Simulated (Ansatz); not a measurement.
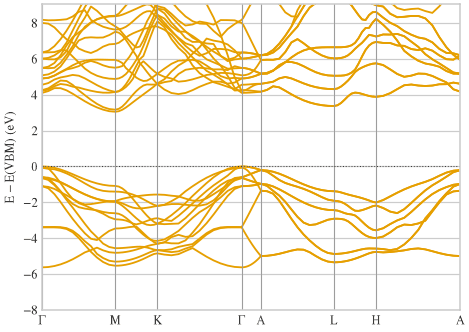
Figure. Band structure from the program Ansatz at the PBE level (PAW)

### Question
Read off the gap and where the band edges lie.

### Answer
About 3.1 eV (3.05 eV by a search for the band edges); maximum at Γ, minimum at M.

The material is BeSe in space group P6_3mc (No. 186; Be on 2a, Be on 2b, Se on 2a, Se on 2b).

The cell is a constructed one: a structure type filled with these elements; neither database checked (COD, Materials Project) lists it. COD files the formula under space group No. 216, so this cell is another polymorph or a model. Its standing as an ambient phase is unchecked. The cell was relaxed with PBE under the symmetry of its start; its stability against distortions is not shown here. Scalar-relativistic: spin–orbit coupling is off unless named, which matters more the heavier the elements.

Potentials: the later of the program's two PAW sets.
